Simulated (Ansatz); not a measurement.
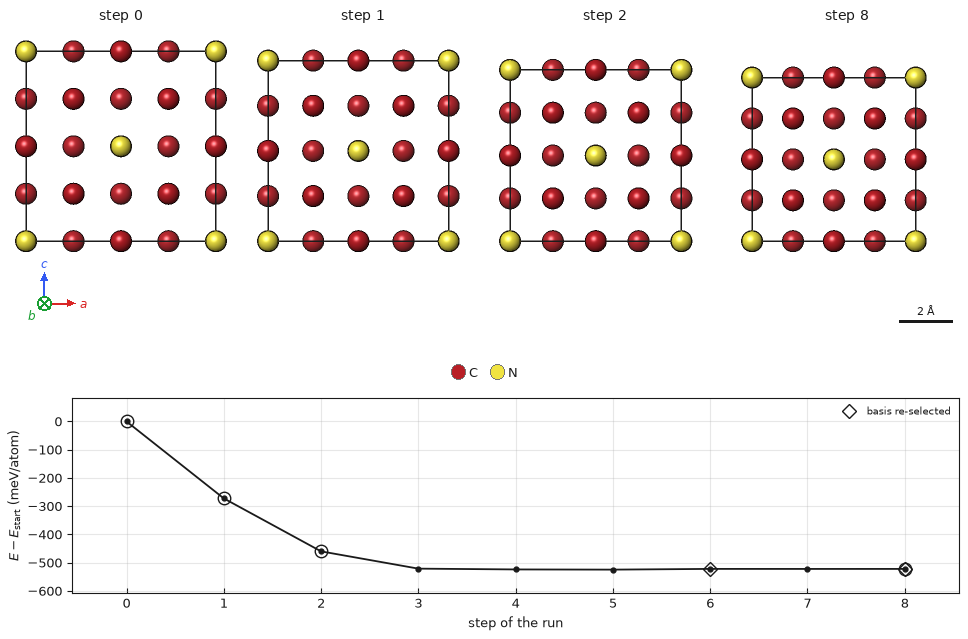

Frames of a relaxation of a crystal of C₇N (a generated structure, set up in Fm-3m) (coarse preliminary run), marked on the history of the run. A ball-and-stick model of the conventional cell (4 times the calculation's cell), seen along the b axis. Lengths and directions refer to the drawn axes.

Theory: DFT PBE, scalar-relativistic, plane waves, PAW (Ansatz).

The input:
```yaml
crystal:
  lattice:
    - [0.0, 3.59892833, 3.59892833]
    - [3.59892833, 0.0, 3.59892833]
    - [3.59892833, 3.59892833, 0.0]
  atoms:
    - { symbol: C, position: [0.5, 0.0, 0.0] }
    - { symbol: C, position: [0.0, 0.5, 0.5] }
    - { symbol: C, position: [0.0, 0.5, 0.0] }
    - { symbol: C, position: [0.5, 0.0, 0.5] }
    - { symbol: C, position: [0.0, 0.0, 0.5] }
    - { symbol: C, position: [0.5, 0.5, 0.0] }
    - { symbol: C, position: [0.5, 0.5, 0.5] }
    - { symbol: "N", position: [0.0, 0.0, 0.0] }
basis:
  ecutwfc: 420
kpoints:
  mp_grid: { grid: [4, 4, 4] }
hamiltonian:
  xc: pbe
scf:
  occupations: { method: gaussian, width: 0.1 }
  lower_state_search: "off"
output:
  forces: true
  stress: true
  eigenvalues: true
relax:
  adjacent_minimum: "off"
  f_tol: 0.04
  max_steps: 70
  cell: { stress_tol: 0.4 }
```

Command:
```bash
ansatz run input.yaml --threads 1 --pin off --max-ram 2048MiB --backend cpu --events-out ev --progress --plain --runs-dir out
```

> What happens along the run?

No atom moves by more than 0.005 Å relative to the cell. Cell: a = b = c 7.198 → 6.205 Å (−13.8 %). Volume −35.9 %. The space group stays Fm-3m (No. 225). The energy falls by 522 meV per atom in 6 accepted moves (8 points after the start). All forces vanish by symmetry, so only the cell relaxes. The pressure goes from −28.59 to 0.00 GPa. The SCF was repeated twice at an unchanged geometry on a basis and grid sized afresh for the cell, which shifted the energy by 2.6 meV per atom at most. Cost: 10 s on 1 thread of Intel(R) Xeon(R) Platinum 8275CL CPU @ 3.00GHz (Skylake/Cascade Lake) (shared host), peak memory 0.39 GiB. From step 0 to 1: volume −13.9 %, energy −272 meV per atom. From step 1 to 2: volume −14.6 %, energy −187 meV per atom. From step 2 to 8: volume −12.9 %, energy −62.1 meV per atom.

```tsv
step	E − E(0), meV/atom	pressure, GPa	volume, Å³/atom	note
0	0.00	-28.59	11.654	
1	-272.34	-23.64	10.031	
2	-459.82	-15.97	8.566	
3	-520.97	5.86	7.252	
4	-523.80	-1.71	7.563	
5	-524.44	0.02	7.486	
6	-521.87	-0.47	7.486	same geometry, new basis
7	-521.98	0.01	7.466	
8	-521.94	0.00	7.466	same geometry, new basis
```
